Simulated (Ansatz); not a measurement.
# Decaying states in the gap of Cs2SnN2, part 4 of 5

Wanted: the relaxed cell of Cs2SnN2, its band edges and its decay constants. It is built by putting Cs for Li, Sn for Hf in the Li2HfN2 structure of space group P-3m1, with the volume rescaled by atomic radii. The parent structure comes from the Materials Project.

Ansatz 0.2.0; LDA DFT, plane waves, PAW files (the session's first sound run).

So far, gap on path (eV): step 3 (the bulk crystal and its band edges, LDA) 0.356; step 6 (LDA norm-conserving, cutoff 1142.88 eV) 0.343.

The structure was built from a prototype and need not be the compound's stable phase.

## 8. A repeat with changed settings: basis.ecutwfc = "400 eV"

This step: LDA DFT, plane waves, PAW files; complex bands by layer matching along the plane's normal; changed: basis.ecutwfc = "400 eV" (Ansatz 0.2.0).

This run repeats an earlier one, its twin (the complex run, plane (100)), with one setting changed (basis.ecutwfc; files written aside). It is meant to test whether the cutoff is converged. Where the input is shown as a difference, that is against the step before, not the twin.

input.yaml

```yaml
crystal:
  lattice:
    - [3.46437789, 0.0, 0.0]
    - [0.0, 10.032126457, 0.0]
    - [1.732188945, 0.0, 3.000239261]
  atoms:
    - { symbol: Cs, position: [0.6666666667, 0.3016831524, 0.6666666667] }
    - { symbol: Cs, position: [0.3333333333, 0.6983168476, 0.3333333333] }
    - { symbol: Sn, position: [0.0, 0.0, 0.0] }
    - { symbol: "N", position: [0.6666666667, 0.8881681458, 0.6666666667] }
    - { symbol: "N", position: [0.3333333333, 0.1118318542, 0.3333333333] }
kpoints:
  mp_grid: { grid: [8, 4, 8] }
scf:
  occupations: { method: fixed }
hamiltonian:
  xc: lda
output:
  eigenvalues: true
  transmission:
    leads: [[0, 0]]
    kpoints: [[0.0, 0.0], [-0.0885, 0.0], [0.1771, 0.0]]
    e_range: [-1.0, 1.36]
    de: 0.05
basis:
  ecutwfc: "400 eV"
```

Run with:

```bash
$ ansatz run input.yaml --threads 2 --pin off --max-ram 4096MiB --backend cpu --events-out ev --progress --plain --runs-dir out
```

Numbers of over 12 decimals in the logs are rounded to 6 here.

Log:

```text
Warning: basis.ecutwfc = 400 eV is below the records' recommended 420 eV, and the density's cutoff is lower with it unless basis.ecutrho_ratio is high enough to keep the records' density cutoff: compare with a run at a higher cutoff
[...]
Crystal: 5 atoms, lattice volume = 104.274 Å³
Basis set: ecut = 400 eV, 1905 PW (Γ)
Bands: 26, of which v1, the nominal top of the filled ones, is band 21 counted from 1 (20 counted from 0)
Symmetry: 12 space group operations
[...]
k-points: 35 of 256
[...]
SCF iter   1: F=—  HF=-17636.143375 eV  |F-HF|=—  |Δ(HF+E_count)|=         —  Δρ=1.94e-2  dr2=1.28e0  ethr=1.77e-3  ⟨swp⟩=4.9  Hψ=3909  notcnv=0  defer=96
[...]
SCF iter   9: F=-17635.997755 eV  HF=-17635.997755 eV  |F-HF|=2.58e-8  |Δ(HF+E_count)|=   9.68e-8  Δρ=1.78e-6  dr2=2.88e-8  ethr=2.38e-10  ⟨swp⟩=9.0  Hψ=4317  notcnv=0
SCF 1 converged in 9 iterations: F = -17635.997755 eV  dr2 = 2.88e-8
[...]
transmission: 4 of 12 steps passed
transmission: 8 of 12 steps passed
transmission: 12 of 12 steps passed
SCF converged after 9 iterations
Free energy (F): -17635.997755 eV
[...]
Internal energy: -17635.997755 eV  (E = F + TS)
E sigma→0 (E₀):  -17635.997755 eV
Fermi energy:    10.350493 eV
[...]
--- Band table (eV; the first three rows and the last of 35) ---
  k-point 0: bands = [... 17 lower, 9.4757, 9.8083, 9.8083, 10.2094, 10.7254, 12.7387, 12.7702, 13.6073, ... 1 higher]
  k-point 1: bands = [... 17 lower, 9.1037, 9.3982, 9.9909, 10.3505, 11.3804, 12.9754, 13.1951, 13.6772, ... 1 higher]
  k-point 2: bands = [... 17 lower, 8.5228, 9.1119, 10.1011, 10.1717, 11.5034, 12.7371, 12.9881, 13.5384, ... 1 higher]
  k-point 34: bands = [... 17 lower, 7.4134, 7.7603, 9.9693, 10.0182, 12.5851, 13.3344, 13.4588, 14.0366, ... 1 higher]
--- Transmission ---
  basis      : 291 plane waves across, 4 finite elements along
  points     : 3, as listed
[...]
crystal 0  : Cs2N2Sn1, at the sites [0, 0], period 3.0002 Å: whole cells are its period
[...]
channels       : 0.000000e0 a spin
[...]
slowest decay  : 0.0890 /Å at (0.0000, 0.0000)
```

Wall time 64 s (2 threads of Intel Xeon Platinum 8175M at 2.50GHz (Skylake/Cascade Lake), shared host); peak memory 0.97 GiB; 2.1 min of CPU time.

This step gave:

```yaml
free_energy: -17635.9978 eV
fermi_energy: 10.35 eV
gap_on_the_k_mesh: 0.3749 eV
level_to_which_the_leads_are_filled: 0.1874 eV from the Fermi level
decay_constant_at_the_filling_level_zone_centre: 0.08904 Å⁻¹
decay_constant_at_the_filling_level_slowest_listed_point: 0.089 Å⁻¹
```

K parallel (0, 0); values up to 1.5 1/Å, a degenerate pair printed once or twice; energies at which all values exceed this have no row. The Im kz of the slowest decaying states by energy, zero at the highest filled level on the SCF mesh:

| energy (eV) | decay 1 (Å⁻¹) | decay 2 (Å⁻¹) | decay 3 (Å⁻¹) | decay 4 (Å⁻¹) |
| --- | --- | --- | --- | --- |
| -1.000 | 0.118 | 0.272 | 0.305 | 0.636 |
| -0.800 | 0.0551 | 0.0840 | 0.282 | 0.307 |
| -0.600 | 0.0819 | 0.0830 | 0.253 | 0.325 |
| -0.400 | 0.109 | 0.208 | 0.332 | 0.528 |
| -0.200 | 0.105 | 0.142 | 0.259 | 0.330 |
| 0.000 | 0.126 | 0.174 | 0.322 | 0.467 |
| 0.200 | 0.0890 | 0.201 | 0.208 | 0.310 |
| 0.400 | 0.230 | 0.265 | 0.295 | 0.425 |
| 0.600 | 0.245 | 0.273 | 0.306 | 0.370 |
| 0.800 | 0.238 | 0.255 | 0.304 | 0.337 |
| 1.000 | 0.179 | 0.212 | 0.262 | 0.363 |
| 1.200 | 0.0883 | 0.265 | 0.363 | 0.386 |

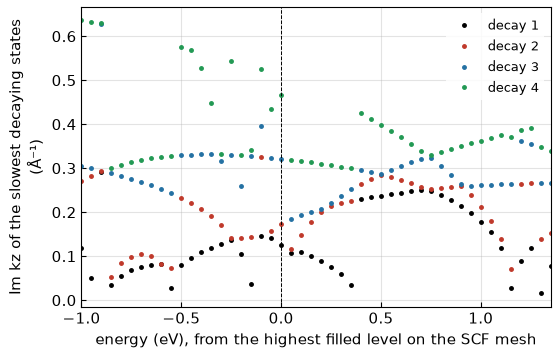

Im kz of the slowest decaying states against energy.

K parallel (0, 0). Table of Re kz of states that move upwards by energy, zero at the highest filled level on the SCF mesh:

| energy (eV) | channel 1 (Å⁻¹) | channel 2 (Å⁻¹) | channel 3 (Å⁻¹) | channel 4 (Å⁻¹) |
| --- | --- | --- | --- | --- |
| -1.0000 | -0.285 | -0.130 | -0.0798 | - |
| -0.7500 | -0.830 | -0.172 | - | - |
| -0.5000 | -0.696 | 0.0943 | - | - |
| -0.2500 | -0.758 | -0.565 | 0.541 | - |
| 0.0000 | -0.327 | 0.276 | - | - |
| 0.2500 | - | - | - | - |
| 0.5000 | 0.0843 | - | - | - |
| 0.7500 | 0.164 | - | - | - |
| 1.0000 | 0.249 | - | - | - |
| 1.2500 | -0.874 | 0.687 | - | - |

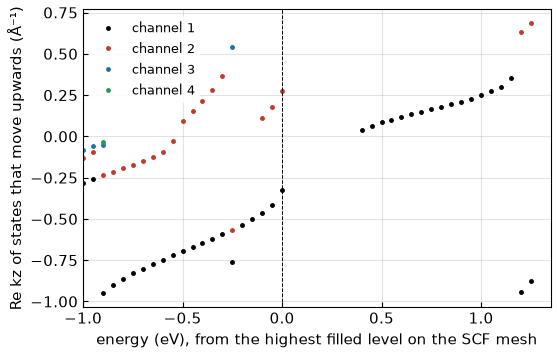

Re kz of states that move upwards against energy.

K parallel (-0.0885, 0); values up to 1.5 1/Å, a degenerate pair printed once or twice; energies at which all values exceed this have no row. Im kz of the slowest decaying states against energy, zero at the highest filled level on the SCF mesh:

| energy (eV) | decay 1 (Å⁻¹) | decay 2 (Å⁻¹) | decay 3 (Å⁻¹) | decay 4 (Å⁻¹) |
| --- | --- | --- | --- | --- |
| -1.0000 | 0.0566 | 0.292 | 0.303 | 0.439 |
| -0.7500 | 0.0812 | 0.341 | 0.404 | 0.506 |
| -0.5000 | 0.351 | 0.361 | 0.398 | 0.617 |
| -0.2500 | 0.109 | 0.201 | 0.241 | 0.408 |
| 0.0000 | 0.154 | 0.303 | 0.436 | 0.497 |
| 0.2500 | 0.176 | 0.234 | 0.327 | 0.445 |
| 0.5000 | 0.177 | 0.304 | 0.325 | 0.446 |
| 0.7500 | 0.246 | 0.304 | 0.348 | 0.439 |
| 1.0000 | 0.258 | 0.280 | 0.377 | 0.381 |
| 1.2500 | 0.144 | 0.285 | 0.301 | 0.391 |

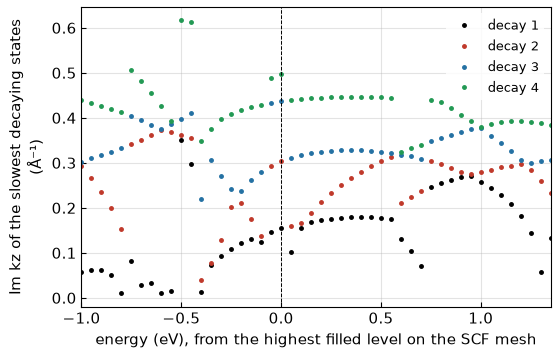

Im kz of the slowest decaying states against energy.

K parallel (-0.0885, 0). Table of Re kz of states that move upwards by energy, zero at the highest filled level on the SCF mesh:

| energy (eV) | channel 1 (Å⁻¹) | channel 2 (Å⁻¹) | channel 3 (Å⁻¹) | channel 4 (Å⁻¹) |
| --- | --- | --- | --- | --- |
| -1.0000 | -0.431 | - | - | - |
| -0.7500 | -0.296 | -0.0724 | 0.203 | - |
| -0.5000 | -0.739 | -0.197 | 0.0262 | 0.446 |
| -0.2500 | -0.603 | - | - | - |
| 0.0000 | -0.352 | 0.201 | - | - |
| 0.2500 | - | - | - | - |
| 0.5000 | - | - | - | - |
| 0.7500 | 0.0242 | - | - | - |
| 1.0000 | 0.181 | - | - | - |
| 1.2500 | 0.328 | - | - | - |

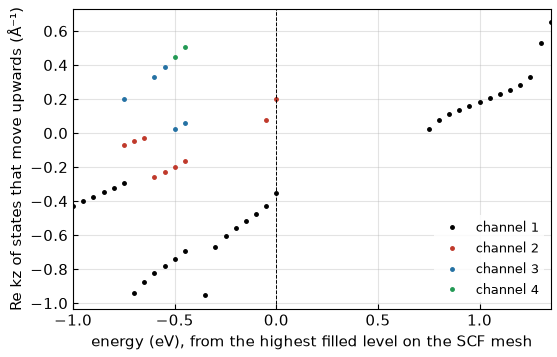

Re kz of states that move upwards against energy.

K parallel (0.1771, 0); values up to 1.5 1/Å, a degenerate pair printed once or twice; energies at which all values exceed this have no row. The Im kz of the slowest decaying states by energy, zero at the highest filled level on the SCF mesh:

| energy (eV) | decay 1 (Å⁻¹) | decay 2 (Å⁻¹) | decay 3 (Å⁻¹) | decay 4 (Å⁻¹) |
| --- | --- | --- | --- | --- |
| -1.0000 | 0.0771 | 0.287 | 0.437 | 0.507 |
| -0.7500 | 0.118 | 0.298 | 0.361 | 0.501 |
| -0.5000 | 0.214 | 0.303 | 0.496 | 0.572 |
| -0.2500 | 0.0645 | 0.290 | 0.489 | 0.555 |
| 0.0000 | 0.141 | 0.241 | 0.255 | 0.480 |
| 0.2500 | 0.177 | 0.294 | 0.306 | 0.333 |
| 0.5000 | 0.190 | 0.337 | 0.357 | 0.376 |
| 0.7500 | 0.185 | 0.350 | 0.367 | 0.397 |
| 1.0000 | 0.149 | 0.346 | 0.346 | 0.423 |
| 1.2500 | 0.126 | 0.322 | 0.323 | 0.412 |

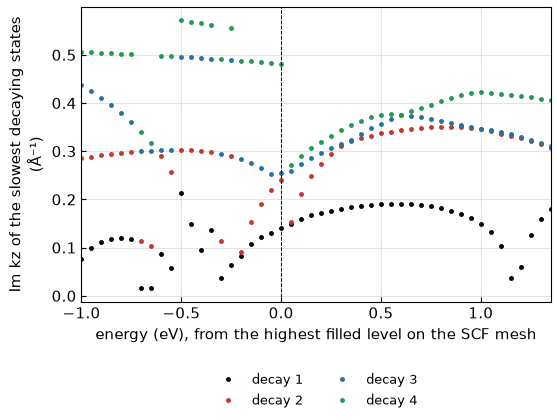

Im kz of the slowest decaying states against energy.

K parallel (0.1771, 0). Table of Re kz of states that move upwards by energy, zero at the highest filled level on the SCF mesh:

| energy (eV) | channel 1 (Å⁻¹) | channel 2 (Å⁻¹) | channel 3 (Å⁻¹) | channel 4 (Å⁻¹) |
| --- | --- | --- | --- | --- |
| -1.0000 | -0.109 | - | - | - |
| -0.7500 | -0.0176 | - | - | - |
| -0.5000 | -0.387 | 0.0560 | 0.476 | - |
| -0.2500 | -0.973 | -0.598 | 0.707 | - |
| 0.0000 | -0.121 | - | - | - |
| 0.2500 | - | - | - | - |
| 0.5000 | - | - | - | - |
| 0.7500 | - | - | - | - |
| 1.0000 | - | - | - | - |
| 1.2500 | 0.324 | - | - | - |

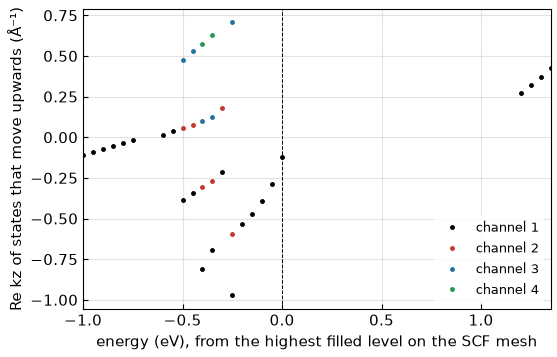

Re kz of states that move upwards against energy.

The least decay constant is 0.089 Å⁻¹ against 0.0893 Å⁻¹ in the twin: no change within 1 %.

## 9. A repeat with changed settings

This step: LDA DFT, plane waves, PAW files; complex bands by layer matching along the plane's normal; changed: scf.occupations.method = "fermi_dirac", scf.occupations.width = 0.025, scf.initial_density.chi_scale = 0.3 (Ansatz 0.2.0).

This run repeats an earlier one, its twin (the complex run, plane (100)), with three settings changed (scf.occupations.method, scf.occupations.width, scf.initial_density.chi_scale; files written aside). It is meant to test how much rests on the smearing and whether the numerical route changes the result or only the time. Where the input is shown as a difference, that is against the step before, not the twin.

input.yaml, as its differences from that of step 8:

```diff
@@ -14,3 +14,4 @@
 scf:
-  occupations: { method: fixed }
+  occupations: { method: fermi_dirac, width: 0.025 }
+  initial_density: { chi_scale: 0.3 }
 hamiltonian:
@@ -24,3 +25 @@
     de: 0.05
-basis:
-  ecutwfc: "400 eV"
```

Log:

```text
[...]
Crystal: 5 atoms, lattice volume = 104.274 Å³
Basis set: ecut = 420 eV, 2043 PW (Γ)
Bands: 26, of which v1, the nominal top of the filled ones, is band 21 counted from 1 (20 counted from 0)
Symmetry: 12 space group operations
[...]
k-points: 35 of 256
[...]
SCF iter   1: F=—  HF=-18043.919901 eV  |F-HF|=—  |Δ(HF+E_count)|=         —  Δρ=9.49e-1  dr2=7.83e3  ethr=3.10e-3  ⟨swp⟩=28.9  Hψ=14710  notcnv=0
[...]
SCF iter  13: F=-17636.015133 eV  HF=-17636.015133 eV  |F-HF|=5.60e-8  |Δ(HF+E_count)|=   2.01e-7  Δρ=7.27e-6  dr2=9.60e-8  ethr=2.38e-10  ⟨swp⟩=13.0  Hψ=7094  notcnv=0
SCF 1 converged in 13 iterations: F = -17636.015133 eV  dr2 = 9.60e-8
[...]
transmission: 4 of 12 steps passed
transmission: 8 of 12 steps passed
transmission: 12 of 12 steps passed
SCF converged after 13 iterations
Free energy (F): -17636.015133 eV
[...]
Internal energy: -17636.015127 eV  (E = F + TS)
E sigma→0 (E₀):  -17636.015130 eV
Entropy (-TS):   -0.000006 eV (-0.001 meV/atom)
Fermi energy:    10.566685 eV
[...]
--- Band table (eV; the first three rows and the last of 35) ---
  k-point 0: bands = [... 17 lower, 9.4761, 9.8085, 9.8085, 10.2086, 10.7256, 12.7387, 12.7697, 13.6075, ... 1 higher]
  k-point 1: bands = [... 17 lower, 9.1039, 9.3986, 9.9911, 10.3497, 11.3804, 12.9757, 13.1948, 13.6771, ... 1 higher]
  k-point 2: bands = [... 17 lower, 8.5227, 9.1119, 10.1011, 10.1714, 11.5033, 12.7369, 12.9877, 13.5387, ... 1 higher]
  k-point 34: bands = [... 17 lower, 7.4137, 7.7603, 9.9694, 10.0181, 12.5848, 13.3343, 13.4586, 14.0364, ... 1 higher]
--- Transmission ---
  basis      : 303 plane waves across, 4 finite elements along
  points     : 3, as listed
[...]
crystal 0  : Cs2N2Sn1, at the sites [0, 0], period 3.0002 Å: whole cells are its period
[...]
channels       : 0.000000e0 a spin
[...]
slowest decay  : 0.0853 /Å at (0.0000, 0.0000)
```

It took 72 s on 2 threads; peak memory 0.99 GiB; 2.4 min of CPU time.

This step gave:

- free energy: -17636.0151 eV
- Fermi energy: 10.57 eV
- level to which the leads are filled: 0 eV from the Fermi level
- decay constant at the filling level, zone centre: 0.08529 Å⁻¹
- decay constant at the filling level, slowest listed point: 0.0853 Å⁻¹

K parallel (0, 0); values up to 1.5 1/Å, a degenerate pair printed once or twice; energies at which all values exceed this have no row. Table of Im kz of the slowest decaying states by energy, zero at the Fermi level:

| energy (eV) | decay 1 (Å⁻¹) | decay 2 (Å⁻¹) | decay 3 (Å⁻¹) | decay 4 (Å⁻¹) |
| --- | --- | --- | --- | --- |
| -1.0000 | 0.0592 | 0.0897 | 0.281 | 0.309 |
| -0.7500 | 0.0568 | 0.241 | 0.328 | 0.579 |
| -0.5000 | 0.129 | 0.164 | 0.250 | 0.332 |
| -0.2500 | 0.134 | 0.164 | 0.323 | 0.445 |
| 0.0000 | 0.0853 | 0.207 | 0.210 | 0.309 |
| 0.2500 | 0.235 | 0.279 | 0.289 | 0.407 |
| 0.5000 | 0.251 | 0.255 | 0.324 | 0.334 |
| 0.7500 | 0.192 | 0.231 | 0.260 | 0.358 |
| 1.0000 | 0.101 | 0.265 | 0.360 | 0.388 |
| 1.2500 | 0.111 | 0.175 | 0.265 | 0.300 |

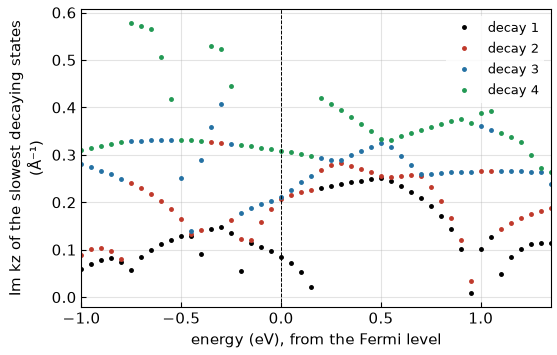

Im kz of the slowest decaying states against energy.

[end of part 4 of 5]

[Logs are printed without paths, hosts, clocks, repeated set-up lines and the standing remarks that a program may print on its own settings, such as how far it seeks lower states.]

[Hosts, paths, dates, database ids (printed as entryN), source tags and the programs' standing remarks are cut or masked in the printed files.]
